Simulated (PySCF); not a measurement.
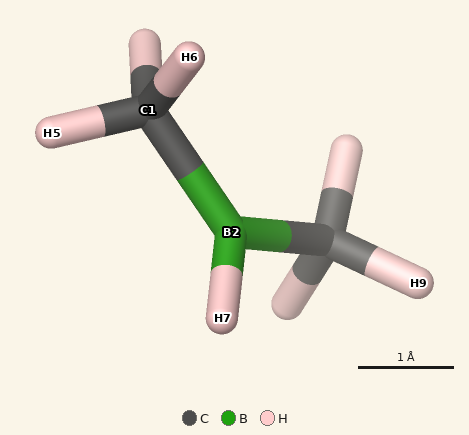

Fig. 1: The structure as given in the input (stick view, seen at a tilt; atoms are numbered from 1 in the order of the input). Bond lengths as drawn: B–C 1.57 Å, B–H 1.17 Å and C–H 1.09 Å.

Geometry relaxation, with input and output: C2H7B

System: C2H7B, SMILES CBC.
Method: PBE0-D3(BJ)/def2-SVPD geometry optimisation, gas phase (PySCF 2.14.0).

Output
```
step   0  E = -105.06083716  max force = 0.018851
step   1  E = -105.06258707  max force = 0.002429
step   2  E = -105.06261532  max force = 0.000730
step   3  E = -105.06262634  max force = 0.000811
step   4  E = -105.06263032  max force = 0.000220
optimisation converged
```

Trajectory as extended XYZ (Å, eV, eV/Å), 5 frames, from step=0 to step=4
```
10
Properties=species:S:1:pos:R:3:forces:R:3 step=0 energy=-2858.85100
C    -0.9232   -0.0815   -1.0251    0.3899   0.3269   0.3140
B     0.4594    0.2014   -0.3346   -0.9694  -0.4254   0.7130
C     0.6731   -0.0257    1.2054   -0.0595  -0.1621  -0.5620
H    -1.7558   -0.1940   -0.3344   -0.2869  -0.0862   0.3248
H    -1.1878    0.6765   -1.7603   -0.0478   0.2696  -0.3690
H    -0.8431   -1.0170   -1.5817    0.1051  -0.4062  -0.2718
H     1.3567    0.5903   -0.9848    0.7376   0.3195  -0.5388
H     0.7141    0.9483    1.6962    0.0587   0.4714   0.1627
H     1.6245   -0.5057    1.4287    0.4396  -0.1129   0.0749
H    -0.1180   -0.5926    1.6906   -0.3674  -0.1945   0.1523
10
Properties=species:S:1:pos:R:3:forces:R:3 step=1 energy=-2858.89861
C    -0.9334    0.0031   -1.0105   -0.1071   0.0013  -0.0056
B     0.4504    0.1961   -0.3153    0.1249   0.0569  -0.0921
C     0.7103   -0.0983    1.1952   -0.0086  -0.0555   0.0942
H    -1.7831   -0.1105   -0.3210    0.0009  -0.0199  -0.0013
H    -1.1692    0.7753   -1.7591    0.0433  -0.0089   0.0101
H    -0.8590   -0.9409   -1.5876    0.0235   0.0245   0.0282
H     1.3816    0.5979   -0.9900   -0.0524  -0.0242   0.0385
H     0.7631    0.8872    1.7005   -0.0086  -0.0156  -0.0407
H     1.6858   -0.5695    1.3937   -0.0072   0.0263  -0.0380
H    -0.0821   -0.6739    1.6960   -0.0089   0.0152   0.0067
10
Properties=species:S:1:pos:R:3:forces:R:3 step=2 energy=-2858.89938
C    -0.9334    0.0038   -1.0061   -0.0375   0.0301  -0.0170
B     0.4550    0.1983   -0.3187   -0.0118  -0.0045   0.0077
C     0.7072   -0.1003    1.1931    0.0237  -0.0363   0.0286
H    -1.7814   -0.1132   -0.3151    0.0139  -0.0038  -0.0024
H    -1.1674    0.7754   -1.7550    0.0072  -0.0033  -0.0066
H    -0.8547   -0.9397   -1.5815    0.0137  -0.0050   0.0004
H     1.3842    0.5989   -0.9920   -0.0166  -0.0079   0.0121
H     0.7595    0.8863    1.6939   -0.0008   0.0110  -0.0099
H     1.6831   -0.5699    1.3899    0.0054   0.0091  -0.0029
H    -0.0877   -0.6732    1.6933    0.0029   0.0106  -0.0099
10
Properties=species:S:1:pos:R:3:forces:R:3 step=3 energy=-2858.89968
C    -0.9382    0.0055   -1.0092    0.0130   0.0184   0.0417
B     0.4478    0.1952   -0.3136   -0.0278  -0.0129   0.0206
C     0.7104   -0.1027    1.1976   -0.0253  -0.0213  -0.0337
H    -1.7911   -0.1139   -0.3252    0.0006   0.0031  -0.0052
H    -1.1619    0.7781   -1.7598   -0.0078   0.0023  -0.0041
H    -0.8516   -0.9370   -1.5843    0.0056  -0.0199  -0.0124
H     1.3752    0.5948   -0.9859    0.0291   0.0123  -0.0215
H     0.7640    0.8872    1.6909    0.0013   0.0220   0.0074
H     1.6900   -0.5670    1.3857    0.0044  -0.0040   0.0072
H    -0.0803   -0.6738    1.7057    0.0070   0.0002   0.0000
10
Properties=species:S:1:pos:R:3:forces:R:3 step=4 energy=-2858.89979
C    -0.9373    0.0057   -1.0077    0.0010   0.0113   0.0078
B     0.4493    0.1958   -0.3147   -0.0065  -0.0029   0.0047
C     0.7096   -0.1029    1.1961   -0.0005  -0.0105  -0.0081
H    -1.7889   -0.1135   -0.3222   -0.0007  -0.0002  -0.0012
H    -1.1639    0.7776   -1.7584   -0.0028  -0.0022  -0.0015
H    -0.8514   -0.9376   -1.5829    0.0033  -0.0039  -0.0015
H     1.3776    0.5958   -0.9878    0.0054   0.0019  -0.0042
H     0.7626    0.8874    1.6902   -0.0005   0.0053  -0.0007
H     1.6887   -0.5678    1.3868    0.0002   0.0013   0.0037
H    -0.0819   -0.6741    1.7025    0.0011   0.0000   0.0011
```

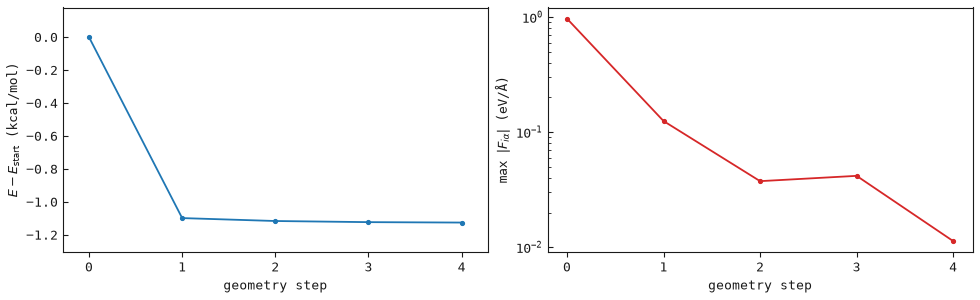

Fig. 2: Progress of the relaxation, step by step (steps are counted from 0).

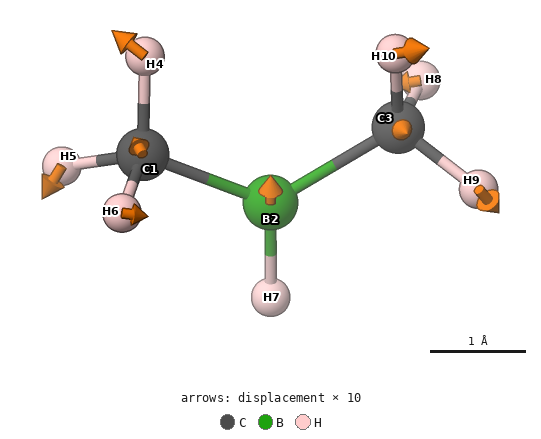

Fig. 3: The starting structure with the displacements as orange arrows, magnified 10 times (ball-and-stick view, seen at a tilt). The two geometries are laid on each other by the best rigid fit. Over 4 geometry steps the energy falls by 1.13 kcal/mol. The largest force component goes from 0.97 to 0.011 eV/Å. H10 moves most after the best rigid fit: 0.048 Å. Largest moves by element: H 0.048 Å, B 0.035 Å, C 0.028 Å. Among the contacts that change: B2–H7 1.174 → 1.214 Å, C1–H6 1.092 → 1.108 Å, C1–H4 1.088 → 1.100 Å, B2–C3 1.571 → 1.562 Å. Among the angles that change: B2–C1–H6 108.3° → 105.4°, B2–C3–H8 108.5° → 105.6°, C1–B2–C3 121.6° → 123.6°. (Atoms are counted from 1 in the order of the input.)

This output came from the following input.

The input
```
{"job": {"xc": "PBE0", "basis": "def2-SVPD", "d3": "d3bj", "grid": 2, "kind": "geom"}, "charge": 0, "multiplicity": 1}
C     -0.923221    -0.081504    -1.025069
B      0.459402     0.201362    -0.334595
C      0.673105    -0.025655     1.205405
H     -1.755818    -0.194002    -0.334443
H     -1.187796     0.676525    -1.760267
H     -0.843058    -1.017000    -1.581726
H      1.356728     0.590296    -0.984746
H      0.714101     0.948291     1.696157
H      1.624520    -0.505690     1.428657
H     -0.117963    -0.592621     1.690626
```

The first line tells a small driver script what to run in PySCF; the rest is the geometry in Å.

Launch command:
```bash
OMP_NUM_THREADS=1 python <driver script> task.json out
```

Summary

| quantity | value |
| --- | --- |
| outcome | converged |
| total energy | −105.062630 hartree |
| dipole moment | 0.43 D |
| point group | C2 |
| hardware | 1 CPU thread, shared host |
| wall time | 34 s |
| peak memory | 0.53 GiB |
